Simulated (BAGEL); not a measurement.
# CH3S− (SMILES C[S-]) at NEVPT2(14,11)/6-31G(d) (density fitting with cc-pvqz-jkfit, spherical functions)

Aim: the energy change on altering one bond length of CH3S− at NEVPT2(14,11)/6-31G* (density fitting with cc-pvqz-jkfit, spherical functions), from 2 runs. 

The results are computed with BAGEL 1.2.2.

4 further runs of the same task are left out: 4 that didn't finish. Runs told in other sessions of the task aren't counted.

## (1) Starting point

CH3S−: 5 atoms, total charge -1, spin state singlet. SMILES: `C[S-]`. The shape is that of a GFN2-xTB optimisation.

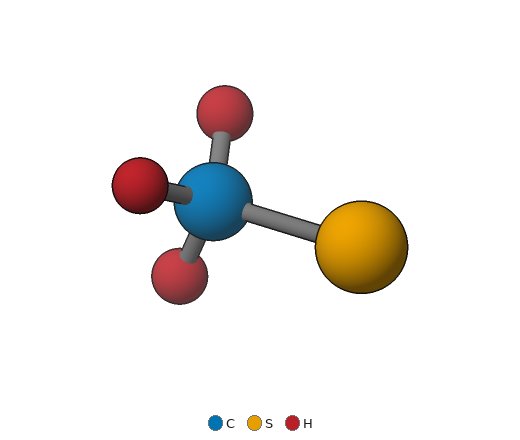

Viewed from a chosen angle; carbon blue, sulfur amber, hydrogen red.

## (2) The energy at NEVPT2(14,11)/6-31G(d) (density fitting with cc-pvqz-jkfit, spherical functions)

input.json reads:

```json
{ "bagel": [

{
  "title": "molecule",
  "basis": "6-31gs.json",
  "df_basis": "cc-pvqz-jkfit",
  "angstrom": true,
  "geometry": [
    { "atom": "C", "xyz": [      -0.112660,       0.025830,       0.060890 ] },
    { "atom": "S", "xyz": [       1.442490,      -0.332230,      -0.782910 ] },
    { "atom": "H", "xyz": [      -0.264190,      -0.667200,       0.897190 ] },
    { "atom": "H", "xyz": [      -0.956990,      -0.075470,      -0.630950 ] },
    { "atom": "H", "xyz": [      -0.108640,       1.049080,       0.455770 ] }
  ]
},

{ "title": "hf", "charge": -1 },

{ "title": "casscf", "nstate": 1, "nact": 11, "nclosed": 6, "charge": -1, "maxiter": 200, "natocc": true },

{ "title": "nevpt2", "nstate": 1, "nact": 11, "nclosed": 6, "charge": -1, "maxiter": 200, "natocc": true, "ncore": 6 },

{ "title": "print", "file": "orbitals.molden", "orbitals": true }

]}
```

The basis set 6-31G* is read from a file made from the Basis Set Exchange's data (not shown).

Started as:

```bash
$ BAGEL_NUM_THREADS=1 BAGEL input.json > input.out
```

Output:

```text
* using 1 threads per process

  ===============================================================
  ===============================================================

  *** Geometry ***

  { "atom" : "C", "xyz" : [     -0.212897,      0.048812,      0.115065 ] },
  { "atom" : "S", "xyz" : [      2.725911,     -0.627824,     -1.479485 ] },
  { "atom" : "H", "xyz" : [     -0.499247,     -1.260825,      1.695443 ] },
  { "atom" : "H", "xyz" : [     -1.808449,     -0.142618,     -1.192323 ] },
  { "atom" : "H", "xyz" : [     -0.205300,      1.982474,      0.861280 ] },

  Number of auxiliary basis functions:      407

  Since a DF basis is specified, we compute 2- and 3-index integrals:
    o Being stored without compression. Storage requirement is 0.005 GB

  Number of basis functions:       38
  Number of electrons      :       25

    * METHOD: MOLECULE                             0.11

  *** RHF ***

  === Nuclear Repulsion ===
    48.2243879068

      * DIIS with orbital gradients will be used.

  === RHF iteration (6-31gs.json) ===
      0       -437.04279833          0.01826131           0.01
      1       -437.10469561          0.00618399           0.01
      2       -437.11172290          0.00182959           0.01
      3       -437.11224802          0.00035883           0.01
      4       -437.11228048          0.00010856           0.01
      5       -437.11228411          0.00003204           0.01
      6       -437.11228450          0.00000784           0.01
      7       -437.11228452          0.00000160           0.01
      8       -437.11228452          0.00000062           0.01
      9       -437.11228452          0.00000011           0.01
     10       -437.11228452          0.00000004           0.01
     11       -437.11228452          0.00000001           0.01
    * SCF iteration converged.

    * Permanent dipole moment:
           (    1.130414,    -0.260163,    -0.613178) a.u.

    * METHOD: HF                                   0.19

  ---------------------------
      CASSCF calculation
  ---------------------------

    * nstate   :      1
    * nclosed  :      6
    * nact     :     11
    * nvirt    :     21
  === CASSCF iteration (6-31gs.json) ===

    * Using the second-order algorithm

      0  0      -437.14062320     3.82e-03      1.91

      1  0      -437.18936644     2.52e-03      2.23

      2  0      -437.19944580     7.39e-04      2.23

      3  0      -437.20048937     3.29e-04      2.13

      4  0      -437.20063402     1.51e-04      2.14

      5  0      -437.20065617     6.70e-05      2.11

      6  0      -437.20065970     2.89e-05      2.13

      7  0      -437.20066030     1.22e-05      2.28

      8  0      -437.20066040     5.14e-06      2.27

      9  0      -437.20066042     2.16e-06      2.13

     10  0      -437.20066043     9.17e-07      2.13

     11  0      -437.20066043     3.92e-07      2.13

     12  0      -437.20066043     1.69e-07      2.14

     13  0      -437.20066043     7.34e-08      2.13

     14  0      -437.20066043     3.21e-08      2.13

     15  0      -437.20066043     1.41e-08      2.13

     16  0      -437.20066043     6.28e-09      2.13

    * Second-order optimization converged. *

     guess   0:   closed 1111111....          open ...........

  === FCI iteration ===

      0  0      -437.11136439     1.30e-03      0.13
      1  0      -437.19167883     4.77e-04      0.13
      2  0      -437.19978771     1.60e-04      0.13
      3  0      -437.20058627     4.56e-05      0.13
      4  0      -437.20065585     1.17e-05      0.13
      5  0      -437.20066001     3.65e-06      0.13
      6  0      -437.20066039     1.03e-06      0.13
      7  0      -437.20066042     3.13e-07      0.13
      8  0      -437.20066043     6.69e-08      0.13
      9  0      -437.20066043     1.74e-08      0.13
     10  0      -437.20066043     4.20e-09      0.13
     11  0      -437.20066043     1.16e-09      0.13
     12  0      -437.20066043     3.42e-10      0.13
     13  0 *    -437.20066043     8.72e-11      0.12

     * ci vector, state   0, <S^2> = 0.0000
       2222222....     0.9770146614
       222222.2...    -0.0898964605
       22222.2.2..    -0.0625873319
       2222.22..2.    -0.0621426222

    * METHOD: CASSCF                              38.56

    * freezing 6 orbitals

  === DF-NEVPT2 calculation ===

    * Third and fourth order RDM ( 1, 1) evaluation
      will be done with 2 passes
    * 3-index integral transformation done
    * assembly done

      NEVPT2 correlation energy:   -0.1499364672      0.08

          (+0)      0.0000000000
          (+0)'     0.0000000000
          (+1)      0.0000000000
          (+1)'     0.0000000000
          (+2)      0.0000000000
          (-1)      0.0000000000
          (-1)'    -0.0459711269
          (-2)     -0.1039653402

      NEVPT2 total energy:       -437.3505968952

    * METHOD: NEVPT2                             552.20

    * METHOD: PRINT                                0.01

  ===============================================================
```

Wall time 9.9 min (1 thread of Arm Neoverse V1, shared host); peak memory 8.5 GiB.

## (3) The distorted shape

input.json reads:

```json
{ "bagel": [

{
  "title": "molecule",
  "basis": "6-31gs.json",
  "df_basis": "cc-pvqz-jkfit",
  "angstrom": true,
  "geometry": [
    { "atom": "C", "xyz": [      -1.356750,       0.312271,       0.735914 ] },
    { "atom": "S", "xyz": [       1.442490,      -0.332230,      -0.782910 ] },
    { "atom": "H", "xyz": [      -1.508280,      -0.380759,       1.572214 ] },
    { "atom": "H", "xyz": [      -2.201080,       0.210971,       0.044074 ] },
    { "atom": "H", "xyz": [      -1.352730,       1.335521,       1.130794 ] }
  ]
},

{ "title": "hf", "charge": -1 },

{ "title": "nevpt2", "nstate": 1, "nact": 11, "nclosed": 6, "charge": -1, "maxiter": 200, "natocc": true, "ncore": 6 },

{ "title": "print", "file": "orbitals.molden", "orbitals": true }

]}
```

The basis set 6-31G* is read from a file made from the Basis Set Exchange's data (not shown).

Started as:

```bash
$ BAGEL_NUM_THREADS=1 BAGEL input.json > input.out
```

Output:

```text
* using 1 threads per process

  ===============================================================
  ===============================================================

  *** Geometry ***

  { "atom" : "C", "xyz" : [     -2.563886,      0.590107,      1.390676 ] },
  { "atom" : "S", "xyz" : [      2.725911,     -0.627824,     -1.479485 ] },
  { "atom" : "H", "xyz" : [     -2.850236,     -0.719530,      2.971054 ] },
  { "atom" : "H", "xyz" : [     -4.159438,      0.398677,      0.083288 ] },
  { "atom" : "H", "xyz" : [     -2.556289,      2.523769,      2.136891 ] },

  Number of auxiliary basis functions:      407

  Since a DF basis is specified, we compute 2- and 3-index integrals:
    o Being stored without compression. Storage requirement is 0.005 GB

  Number of basis functions:       38
  Number of electrons      :       25

    * METHOD: MOLECULE                             0.11

  *** RHF ***

  === Nuclear Repulsion ===
    31.9404727079

      * DIIS with orbital gradients will be used.

  === RHF iteration (6-31gs.json) ===
      0       -436.85002566          0.01969162           0.01
      1       -436.92067054          0.01250928           0.01
      2       -436.95476639          0.00515130           0.01
      3       -436.96040975          0.00110076           0.01
      4       -436.96097693          0.00036146           0.01
      5       -436.96106735          0.00010172           0.01
      6       -436.96107128          0.00001624           0.01
      7       -436.96107137          0.00000336           0.01
      8       -436.96107137          0.00000056           0.01
      9       -436.96107137          0.00000013           0.01
     10       -436.96107137          0.00000007           0.01
     11       -436.96107137          0.00000002           0.01
     12       -436.96107137          0.00000001           0.01
    * SCF iteration converged.

    * Permanent dipole moment:
           (    0.457650,    -0.105246,    -0.248117) a.u.

    * METHOD: HF                                   0.21

    * freezing 6 orbitals
  ---------------------------
      CASSCF calculation
  ---------------------------

    * nstate   :      1
    * nclosed  :      6
    * nact     :     11
    * nvirt    :     21
  === CASSCF iteration (6-31gs.json) ===

    * Using the second-order algorithm

      0  0      -437.04573252     1.24e-02      2.62

      1  0      -437.09266507     3.87e-03      3.10

      2  0      -437.10584178     6.81e-04      2.97

      3  0      -437.10639710     1.80e-04      3.00

      4  0      -437.10642172     5.09e-05      2.94

      5  0      -437.10642362     1.47e-05      2.88

      6  0      -437.10642379     4.32e-06      2.89

      7  0      -437.10642381     1.31e-06      2.94

      8  0      -437.10642381     4.19e-07      2.92

      9  0      -437.10642381     1.40e-07      2.89

     10  0      -437.10642381     4.81e-08      2.92

     11  0      -437.10642381     1.69e-08      2.98

     12  0      -437.10642381     6.00e-09      2.97

    * Second-order optimization converged. *

     guess   0:   closed 1111111....          open ...........

  === FCI iteration ===

      0  0      -436.94520862     1.29e-03      0.13
      1  0      -437.07193385     7.09e-04      0.13
      2  0      -437.10103651     3.14e-04      0.13
      3  0      -437.10551350     1.37e-04      0.13
      4  0      -437.10633009     4.67e-05      0.13
      5  0      -437.10641575     1.43e-05      0.13
      6  0      -437.10642303     4.46e-06      0.13
      7  0      -437.10642373     1.38e-06      0.13
      8  0      -437.10642380     3.80e-07      0.13
      9  0      -437.10642381     1.47e-07      0.13
     10  0      -437.10642381     6.05e-08      0.13
     11  0      -437.10642381     1.66e-08      0.13
     12  0      -437.10642381     4.53e-09      0.13
     13  0      -437.10642381     1.81e-09      0.13
     14  0      -437.10642381     7.42e-10      0.13
     15  0      -437.10642381     3.46e-10      0.13
     16  0      -437.10642381     4.88e-10      0.13
     17  0      -437.10642381     4.42e-10      0.14
     18  0      -437.10642381     1.90e-10      0.13
     19  0 *    -437.10642381     5.58e-11      0.13

     * ci vector, state   0, <S^2> = -0.0000
       2222222....     0.8629255951
       222222.2...    -0.4682139506
       22222.2.2..    -0.0574577078
       2222.22..2.    -0.0571579890

  === DF-NEVPT2 calculation ===

    * Third and fourth order RDM ( 1, 1) evaluation
      will be done with 2 passes
    * 3-index integral transformation done
    * assembly done

      NEVPT2 correlation energy:   -0.1414122719      0.08

          (+0)      0.0000000000
          (+0)'     0.0000000000
          (+1)      0.0000000000
          (+1)'     0.0000000000
          (+2)      0.0000000000
          (-1)      0.0000000000
          (-1)'    -0.0466557840
          (-2)     -0.0947564879

      NEVPT2 total energy:       -437.2478360799

    * METHOD: NEVPT2                             585.97

    * METHOD: PRINT                                0.00

  ===============================================================
```

It took 9.8 min on 1 thread of Arm Neoverse V1, shared host; peak memory 8.5 GiB.

## (4) Summary of results

At NEVPT2(14,11)/6-31G* (density fitting with cc-pvqz-jkfit, spherical functions), 6 core orbitals frozen:

| quantity | value |
| --- | --- |
| first shape: total energy | -437.35060 Eh |
| distorted shape: total energy | -437.24784 Eh |
| energy change with the C1–S2 bond stretched from 1.805 to 3.249 Å | 2.796 eV |

With the C1–S2 bond stretched from 1.805 to 3.249 Å the energy rises by 2.80 eV (64 kcal/mol). The first shape isn't relaxed at this level, so the change isn't measured from a minimum.
